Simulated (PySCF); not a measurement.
Molecule: SMILES B[SiH2][SiH2][Si](F)(F)F (H6BF3Si3), singlet. Atoms near the plane z = 0.0 Å, at the GFN2-xTB optimised geometry (x, y, z in Å): B1 (2.4, 0.7, 0.6), Si2 (1.7, -1.0, 0.0), Si3 (-0.6, -1.0, 0.0), Si4 (-1.5, 1.1, 0.0), F5 (-0.4, 2.2, 0.5), F7 (-2.7, 1.5, 0.9), H9 (2.7, 1.6, -0.2), H11 (2.1, -2.2, 0.8).

Method: PySCF 2.14.0 with PBE/def2-TZVP. Cells within 0.4 Å of a nucleus heavier than hydrogen are left out (blank, or x). The values are rescaled to run from 0 to 1.

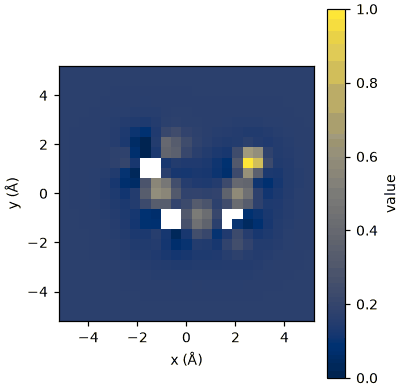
*a field on the plane z = 0.0 Å.*

Problem. Which quantity is mapped?
A) log10 of the electron density
B) deformation density (molecule minus spherical neutral atoms)
C) electrostatic potential
D) Laplacian of the electron density

Solution. B, deformation density (molecule minus spherical neutral atoms). In full: deformation density (molecule minus spherical neutral atoms) (e/bohr³).
